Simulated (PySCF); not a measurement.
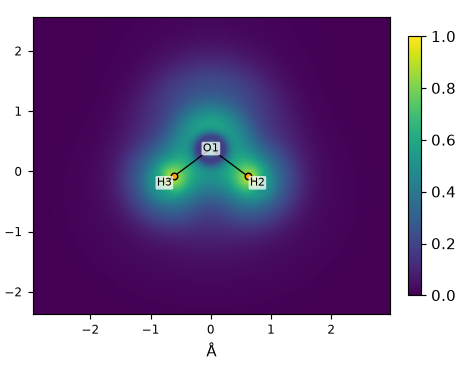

*H$_{2}$O, SMILES `O`. Localised orbital locator (LOL) in the molecular plane, with bond paths and bond critical points (dots).*

Method: PBE/6-31+G*; geometry: GFN2-xTB; program: PySCF. No frequency check shows the geometry to be a minimum.

Geometry (Å), atoms numbered from 1:

```
O1       0.0000    0.1138    0.0000
H2       0.7722   -0.4552    0.0000
H3      -0.7722   -0.4552    0.0000
```

Rank the bonds in the plane by LOL at their critical points.

O1–H3 and O1–H2: about 0.89. Values above 0.5 mark slow, localised electrons, as in shared pairs; low values at a critical point mark a polar or closed-shell contact whose critical point lies between the shells.

Where along O1–H3 does the critical point lie?

0.76 Å from O1 and 0.20 Å from H3.

Cost of the run: 1.6 s on 1 thread of Arm Neoverse V1, on a shared host, peak memory 0.17 GiB.
